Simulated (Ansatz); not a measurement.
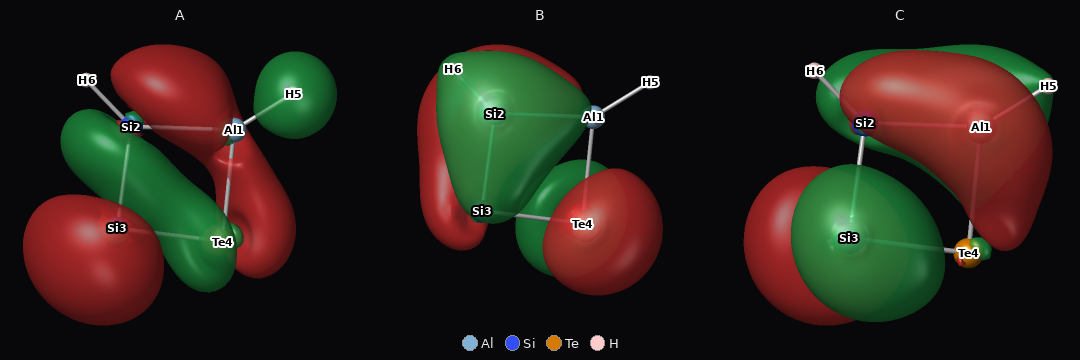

The picture shows: AlH$_{2}$Si$_{2}$Te (SMILES [AlH]1[SiH]=[Si][Te]1) (doublet). Three frontier orbitals at ±0.06 Å⁻³ᐟ² (green and red are the two phases), in no order.

Geometry: B3LYP-D3(BJ)/def2-SVP; core potentials replace the inner electrons of Te.

Computed with isolated molecule in a Gaussian basis; Kohn-Sham density functional theory, functional PBE0 (Ansatz).

The calculation's input:

```
crystal:
  periodic: [false, false, false]
  atoms:
    - symbol: Al
      position_ang: [-3.448706, -1.907264, 0.256634]
    - symbol: Si
      position_ang: [-3.009922, 0.413789, -0.004765]
    - symbol: Si
      position_ang: [-3.655056, 1.031382, 2.158811]
    - symbol: Te
      position_ang: [-4.701714, -1.334584, 2.445329]
    - symbol: H
      position_ang: [-3.070409, -3.346068, -0.292017]
    - symbol: H
      position_ang: [-2.352451, 1.291421, -1.027356]
basis:
  gaussian: {orbitals: def2-TZVPD}
magnetization: {spin_polarized: true, initial_magnetization: 1}
hamiltonian: {xc: pbe0}
output: {forces: true, orbitals: {seedname: orbitals}}
```

Command:

```sh
ansatz run input.yaml --threads 2 --pin off --max-ram 4350MiB --events-out events.jsonl --progress --plain --runs-dir runs
```

### Order the three orbitals by energy and name them. All are α orbitals.

A is the HOMO−1 (α) (−6.28 eV). Its weight (Hirshfeld) is mainly on Si3 (about 50 %), Si2 (about 20 %), Te4 (about 10 %) and Al1 (about 10 %). B is the HOMO (α) (−5.96 eV). By Hirshfeld shares it lies mainly on Si2 (about 45 %), Te4 (about 35 %) and Si3 (about 15 %). C is the LUMO (α) (−2.77 eV). Its weight (Hirshfeld) is mainly on Si3 (about 50 %), Al1 (about 25 %), Si2 (about 15 %) and Te4 (about 5 %).

### What is the gap between the highest occupied and lowest empty α orbitals?

3.19 eV between the orbital energies.
